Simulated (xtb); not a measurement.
## CH3NO2Si: frequency calculation

System: CH3NO2Si, SMILES N#C[SiH](O)O.
Method: GFN2-xTB (xtb 6.7.1).

The geometry was optimised with GFN2-xTB.

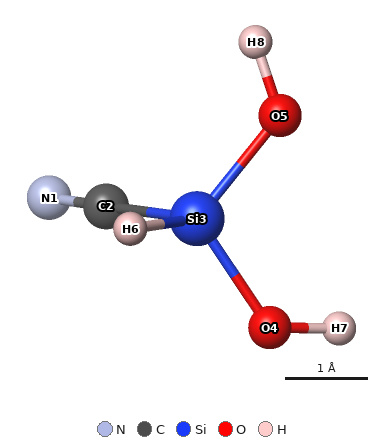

**Figure 1.** The structure (ball-and-stick view, seen at a tilt; atoms are numbered from 1 in the order of the input).

The input (start.xyz)
```
8

N      0.92193    -1.87181     1.79040
C      0.56616    -1.00502     1.13211
Si    -0.04935     0.42941     0.08676
O      1.09619     0.92674    -0.93023
O     -1.29907    -0.09985    -0.80910
H     -0.35131     1.55195     0.95470
H      1.19758     0.54891    -1.80015
H     -2.08213    -0.48034    -0.42449
```

File detailed.inp
```
$hess
   sccacc=0.005
$end
```

Command:
```bash
xtb start.xyz --hess --gfn 2 --input detailed.inp | tee out.txt
```

Log
```
* xtb version 6.7.1
   ID    Z sym.   atoms
    1    7 N      1
    2    6 C      2
    3   14 Si     3
    4    8 O      4, 5
    5    1 H      6-8

           -------------------------------------------------
          |                Calculation Setup                |
           -------------------------------------------------

          program call               : xtb start.xyz --hess --gfn 2 --input detailed.inp
          coordinate file            : start.xyz
          omp threads                :                     1

           -------------------------------------------------
          |                 G F N 2 - x T B                 |
           -------------------------------------------------

      * Hamiltonian:
        H0-scaling (s, p, d)           1.850000    2.230000    2.230000
        zeta-weighting                 0.500000
      * Dispersion:
        s8                             2.700000
        a1                             0.520000
        a2                             5.000000
        s9                             5.000000
      * Repulsion:
        kExp                           1.500000    1.000000
        rExp                           1.000000
      * Coulomb:
        alpha                          2.000000
        third order                    shell-resolved
        anisotropic                    true
        a3                             3.000000
        a5                             4.000000
        cn-shift                       1.200000
        cn-exp                         4.000000
        max-rad                        5.000000

          ...................................................
          :                      SETUP                      :
          :.................................................:
          :  # basis functions                  29          :
          :  # atomic orbitals                  28          :
          :  # shells                           14          :
          :  # electrons                        28          :
          :  max. iterations                   250          :
          :  Hamiltonian                  GFN2-xTB          :
          :  restarted?                      false          :
          :  GBSA solvation                  false          :
          :  PC potential                    false          :
          :  electronic temp.          300.0000000     K    :
          :  accuracy                    1.0000000          :
          :  -> integral cutoff          0.2500000E+02      :
          :  -> integral neglect         0.1000000E-07      :
          :  -> SCF convergence          0.1000000E-05 Eh   :
          :  -> wf. convergence          0.1000000E-03 e    :
          :  Broyden damping             0.4000000          :
          :  net charge                          0          :
          :  unpaired electrons                  0          :
          ...................................................

 iter      E             dE          RMSdq      gap      omega  full diag
   1    -16.6160129 -0.166160E+02  0.808E+00    4.88       0.0  T
   2    -16.6377506 -0.217377E-01  0.526E+00    4.85       1.0  T
   3    -16.6401963 -0.244571E-02  0.345E+00    4.41       1.0  T
   4    -16.6872183 -0.470221E-01  0.987E-01    4.49       1.0  T
   5    -16.6889716 -0.175325E-02  0.420E-01    4.44       1.0  T
   6    -16.6890117 -0.400849E-04  0.124E-01    4.43       1.0  T
   7    -16.6889799  0.317418E-04  0.894E-02    4.43       1.0  T
   8    -16.6890292 -0.492773E-04  0.360E-02    4.44       1.0  T
   9    -16.6890354 -0.618768E-05  0.453E-03    4.44       7.8  T
  10    -16.6890354  0.453361E-07  0.344E-03    4.44      10.3  T
  11    -16.6890354 -0.532365E-07  0.757E-04    4.44      46.7  T
  12    -16.6890354 -0.202787E-08  0.296E-04    4.44     119.4  T

   *** convergence criteria satisfied after 12 iterations ***

         #    Occupation            Energy/Eh            Energy/eV
      -------------------------------------------------------------
         1        2.0000           -0.8004813             -21.7822
       ...           ...                  ...                  ...
         8        2.0000           -0.5002753             -13.6132
         9        2.0000           -0.4949312             -13.4678
        10        2.0000           -0.4847888             -13.1918
        11        2.0000           -0.4785290             -13.0214
        12        2.0000           -0.4770431             -12.9810
        13        2.0000           -0.4580812             -12.4650
        14        2.0000           -0.4046625             -11.0114 (HOMO)
        15                         -0.2415626              -6.5733 (LUMO)
        16                         -0.2346007              -6.3838
        17                         -0.1292325              -3.5166
        18                         -0.1248630              -3.3977
        19                         -0.0748537              -2.0369
       ...                                ...                  ...
        28                          1.0673480              29.0440
      -------------------------------------------------------------
                  HL-Gap            0.1630999 Eh            4.4382 eV
             Fermi-level           -0.3231125 Eh           -8.7923 eV

 SCC (total)                   0 d,  0 h,  0 min,  0.008 sec
 SCC setup                      ...        0 min,  0.000 sec (  1.476%)
 Dispersion                     ...        0 min,  0.000 sec (  0.630%)
 classical contributions        ...        0 min,  0.000 sec (  0.233%)
 integral evaluation            ...        0 min,  0.001 sec ( 16.754%)
 iterations                     ...        0 min,  0.004 sec ( 50.061%)
 molecular gradient             ...        0 min,  0.002 sec ( 28.524%)
 printout                       ...        0 min,  0.000 sec (  2.114%)

         :::::::::::::::::::::::::::::::::::::::::::::::::::::
         ::                     SUMMARY                     ::
         :::::::::::::::::::::::::::::::::::::::::::::::::::::
         :: total energy             -16.498678242339 Eh    ::
         :: gradient norm              0.000115769648 Eh/a0 ::
         :: HOMO-LUMO gap              4.438174342223 eV    ::
         ::.................................................::
         :: SCC energy               -16.689031284110 Eh    ::
         :: -> isotropic ES            0.065801382390 Eh    ::
         :: -> anisotropic ES          0.002387459197 Eh    ::
         :: -> anisotropic XC          0.016255086525 Eh    ::
         :: -> dispersion             -0.004221852952 Eh    ::
         :: repulsion energy           0.190353041770 Eh    ::
         :: add. restraining           0.000000000000 Eh    ::
         :: total charge              -0.000000000000 e     ::
         :::::::::::::::::::::::::::::::::::::::::::::::::::::

           -------------------------------------------------
          |                Numerical Hessian                |
           -------------------------------------------------
step length          :   0.00500
SCC accuracy         :   0.00500
Hessian scale factor :   1.00000
frozen atoms in %    :   0.00000    0
RMS gradient         :   0.00012
estimated CPU  time      0.01 min

writing file <hessian>.

 projected vibrational frequencies (cm⁻¹)
eigval :       -0.00    -0.00    -0.00     0.00     0.00     0.00
eigval :      124.15   148.40   183.47   269.75   313.06   351.52
eigval :      369.82   597.87   646.03   694.84   779.51   795.31
eigval :      887.28   962.86  2360.98  2367.68  3664.25  3702.60
           -------------------------------------------------
          |                Property Printout                |
           -------------------------------------------------

    * Orbital Energies and Occupations

         #    Occupation            Energy/Eh            Energy/eV
      -------------------------------------------------------------
         1        2.0000           -0.8004819             -21.7822
         2        2.0000           -0.6970151             -18.9667
         3        2.0000           -0.6563862             -17.8612
         4        2.0000           -0.6372316             -17.3400
         5        2.0000           -0.5887869             -16.0217
         6        2.0000           -0.5564820             -15.1426
         7        2.0000           -0.5147088             -14.0059
         8        2.0000           -0.5002747             -13.6132
         9        2.0000           -0.4949308             -13.4678
        10        2.0000           -0.4847881             -13.1918
        11        2.0000           -0.4785289             -13.0214
        12        2.0000           -0.4770429             -12.9810
        13        2.0000           -0.4580814             -12.4650
        14        2.0000           -0.4046631             -11.0114 (HOMO)
        15                         -0.2415631              -6.5733 (LUMO)
        16                         -0.2346011              -6.3838
        17                         -0.1292346              -3.5167
        18                         -0.1248645              -3.3977
        19                         -0.0748554              -2.0369
        20                          0.0474216               1.2904
        21                          0.0704427               1.9168
        22                          0.0789685               2.1488
        23                          0.1974284               5.3723
        24                          0.3243923               8.8272
        25                          0.6715139              18.2728
       ...                                ...                  ...
        28                          1.0673481              29.0440
      -------------------------------------------------------------
                  HL-Gap            0.1630999 Eh            4.4382 eV
             Fermi-level           -0.3231131 Eh           -8.7924 eV

     #   Z          covCN         q      C6AA      α(0)
     1   7 N        0.911    -0.208    25.527     7.307
     2   6 C        1.788     0.001    31.186     9.026
     3  14 Si       3.346     0.570   110.934    21.048
     4   8 O        1.576    -0.459    22.068     6.339
     5   8 O        1.576    -0.466    22.233     6.363
     6   1 H        0.921    -0.060     4.349     3.261
     7   1 H        0.810     0.318     0.669     1.285
     8   1 H        0.809     0.304     0.709     1.322

 Mol. C6AA /au·bohr⁶  :       1148.992484
 Mol. C8AA /au·bohr⁸  :      38199.112489
 Mol. α(0) /au        :         55.951561

Wiberg/Mayer (AO) data.
largest (>0.10) Wiberg bond orders for each atom

 ---------------------------------------------------------------------------
     #   Z sym  total        # sym  WBO       # sym  WBO       # sym  WBO
 ---------------------------------------------------------------------------
     1   7 N    3.023 --     2 C    2.944
     2   6 C    3.873 --     1 N    2.944     3 Si   0.823
     3  14 Si   4.166 --     4 O    1.205     5 O    1.185     6 H    0.874
                             2 C    0.823
     4   8 O    2.201 --     3 Si   1.205     7 H    0.878
     5   8 O    2.195 --     3 Si   1.185     8 H    0.892
     6   1 H    0.996 --     3 Si   0.874
     7   1 H    0.899 --     4 O    0.878
     8   1 H    0.908 --     5 O    0.892
 ---------------------------------------------------------------------------

Topologies differ in total number of bonds
Writing topology from bond orders to xtbtopo.mol

molecular dipole:
                 x           y           z       tot (Debye)
 q only:       -0.655       0.359      -0.521
   full:       -0.916       0.504      -0.828       3.390
molecular quadrupole (traceless):
                xx          xy          yy          xz          yz          zz
 q only:        3.280       1.957      -3.425      -4.093       3.929       0.144
  q+dip:        3.914       2.208      -3.965      -5.406       5.760       0.051
   full:        5.253       3.289      -5.322      -6.064       6.581       0.069

           -------------------------------------------------
Molecule has no symmetry elements
It seems to be the C1 point group
          |               Frequency Printout                |
           -------------------------------------------------
 projected vibrational frequencies (cm⁻¹)
eigval :       -0.00    -0.00    -0.00     0.00     0.00     0.00
eigval :      124.15   148.40   183.47   269.75   313.06   351.52
eigval :      369.82   597.87   646.03   694.84   779.51   795.31
eigval :      887.28   962.86  2360.98  2367.68  3664.25  3702.60
 reduced masses (amu)
   1: 15.37   2: 15.64   3: 19.23   4: 13.57   5: 17.66   6: 17.13   7: 15.02   8:  4.30
   9: 15.13  10: 13.92  11:  3.41  12: 12.19  13: 15.08  14: 16.06  15:  2.74  16:  5.13
  17:  4.46  18:  3.98  19: 18.77  20: 20.09  21:  2.05  22: 12.68  23:  1.89  24:  1.89
 IR intensities (km·mol⁻¹)
   1:  1.74   2:  0.87   3:  0.03   4:  1.86   5:  1.33   6:  0.04   7: 33.45   8: 59.36
   9: 55.83  10: 27.72  11:118.18  12: 14.93  13: 26.11  14: 30.16  15: 75.29  16:112.46
  17:261.94  18:214.59  19:278.90  20:255.77  21:226.58  22: 18.34  23: 38.24  24: 31.71
 Raman intensities (Ä⁴*amu⁻¹)
   1:  0.00   2:  0.00   3:  0.00   4:  0.00   5:  0.00   6:  0.00   7:  0.00   8:  0.00
   9:  0.00  10:  0.00  11:  0.00  12:  0.00  13:  0.00  14:  0.00  15:  0.00  16:  0.00
  17:  0.00  18:  0.00  19:  0.00  20:  0.00  21:  0.00  22:  0.00  23:  0.00  24:  0.00
 output can be read by thermo (or use thermo option).
 writing <g98.out> molden fake output.
 recommended (thermochemical) frequency scaling factor: 1.0
           -------------------------------------------------
          |             Thermodynamic Functions             |
           -------------------------------------------------

c1  symmetry found (for desy threshold:  0.10E+00) used in thermo

          ...................................................
          :                      SETUP                      :
          :.................................................:
          :  # frequencies                          18      :
          :  # imaginary freq.                       0      :
          :  linear?                             false      :
          :  only rotor calc.                    false      :
          :  symmetry                               c1      :
          :  rotational number                       1      :
          :  scaling factor                  1.0000000      :
          :  rotor cutoff                   50.0000000 cm⁻¹ :
          :  imag. cutoff                  -20.0000000 cm⁻¹ :
          :.................................................:

    mode    ω/cm⁻¹     T·S(HO)/kcal·mol⁻¹    T·S(FR)/kcal·mol⁻¹   T·S(vib)
   ------------------------------------------------------------------------
       1    124.15    -0.90481 ( 97.44%)    -0.78687 (  2.56%)    -0.90179
       2    148.40    -0.80282 ( 98.73%)    -0.73406 (  1.27%)    -0.80195
       3    183.47    -0.68361 ( 99.45%)    -0.67126 (  0.55%)    -0.68354
       4    269.75    -0.47639 ( 99.88%)    -0.55713 (  0.12%)    -0.47649
   ------------------------------------------------------------------------

   temp. (K)  partition function   enthalpy   heat capacity  entropy
                                   cal/mol     cal/K/mol   cal/K/mol   J/K/mol
 298.15  VIB   23.6                 2611.446     17.236     15.027
         ROT  0.129E+06              888.752      2.981     26.361
         INT  0.303E+07             3500.198     20.217     41.387
         TR   0.814E+27             1481.254      4.968     39.357
         TOT                        4981.4519    25.1852    80.7444   337.8344

       T/K    H(0)-H(T)+PV         H(T)/Eh          T*S/Eh         G(T)/Eh
   ------------------------------------------------------------------------
    298.15    0.793845E-02    0.517234E-01    0.383642E-01    0.133592E-01
   ------------------------------------------------------------------------

         :::::::::::::::::::::::::::::::::::::::::::::::::::::
         ::                  THERMODYNAMIC                  ::
         :::::::::::::::::::::::::::::::::::::::::::::::::::::
         :: total free energy         -16.485319059231 Eh   ::
         ::.................................................::
         :: total energy              -16.498678242679 Eh   ::
         :: zero point energy           0.043784983291 Eh   ::
         :: G(RRHO) w/o ZPVE           -0.030425799843 Eh   ::
         :: G(RRHO) contrib.            0.013359183448 Eh   ::
         :::::::::::::::::::::::::::::::::::::::::::::::::::::

           -------------------------------------------------
          | TOTAL ENERGY              -16.498678242679 Eh   |
          | TOTAL ENTHALPY            -16.446954810551 Eh   |
          | TOTAL FREE ENERGY         -16.485319059231 Eh   |
          | GRADIENT NORM               0.000115619900 Eh/α |
          | HOMO-LUMO GAP               4.438175281273 eV   |
           -------------------------------------------------

------------------------------------------------------------------------
------------------------------------------------------------------------
 total:
 *  cpu-time:     0 d,  0 h,  0 min,  0.322 sec
 * ratio c/w:     0.996 speedup
 SCF:
 *  cpu-time:     0 d,  0 h,  0 min,  0.008 sec
 * ratio c/w:     1.000 speedup
 analytical hessian:
 *  cpu-time:     0 d,  0 h,  0 min,  0.296 sec
 * ratio c/w:     0.996 speedup
```

File vibspectrum
```
$vibrational spectrum
#  mode     symmetry     wave number   IR intensity    selection rules
#                         cm**(-1)      (km*mol⁻¹)        IR
     1                      -0.00         0.00000          -
     2                      -0.00         0.00000          -
     3                      -0.00         0.00000          -
     4                       0.00         0.00000          -
     5                       0.00         0.00000          -
     6                       0.00         0.00000          -
     7        a            124.15        33.45174         YES
     8        a            148.40        59.35525         YES
     9        a            183.47        55.83102         YES
    10        a            269.75        27.71529         YES
    11        a            313.06       118.17810         YES
    12        a            351.52        14.93282         YES
    13        a            369.82        26.11454         YES
    14        a            597.87        30.16018         YES
    15        a            646.03        75.28811         YES
    16        a            694.84       112.45704         YES
    17        a            779.51       261.93885         YES
    18        a            795.31       214.59254         YES
    19        a            887.28       278.90479         YES
    20        a            962.86       255.77110         YES
    21        a           2360.98       226.58318         YES
    22        a           2367.68        18.34191         YES
    23        a           3664.25        38.24248         YES
    24        a           3702.60        31.70939         YES
$end
```

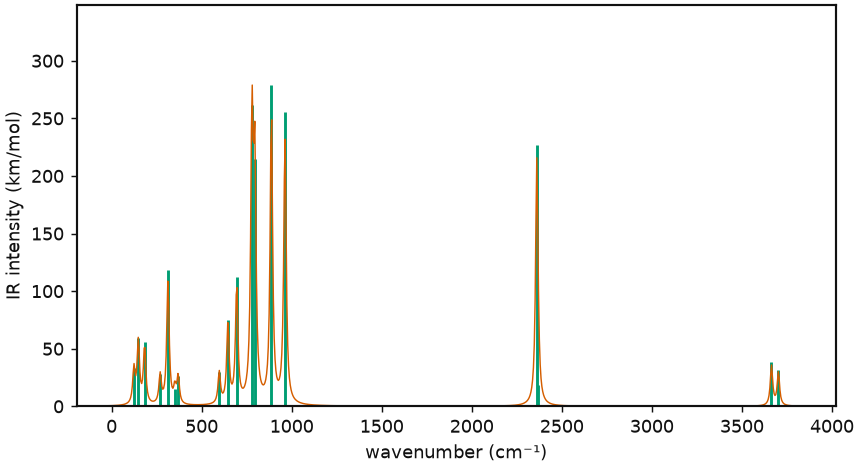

**Figure 2.** Harmonic infrared spectrum, unscaled: sticks (degenerate modes added up, dark ones marked on the axis) with a Lorentzian envelope of 16 cm⁻¹ full width, scaled to the tallest stick. 18 modes from 124 to 3703 cm⁻¹, none imaginary. The strongest line is at 887 cm⁻¹ (279 km/mol).

Results in brief

- outcome: converged
- electrons treated: 28
- total energy: −16.498678 hartree
- dispersion energy: −0.004222 hartree
- basis functions: 29
- HOMO: −11.01 eV
- LUMO: −6.57 eV
- zero-point energy: 0.043785 hartree
- dipole moment: 3.39 D
- wavenumbers, lowest and highest: 124 and 3703 cm⁻¹
- hardware: 1 thread of Intel Xeon @ 2.70GHz, 189 GiB of memory available, shared host
- peak memory: 0.071 GiB
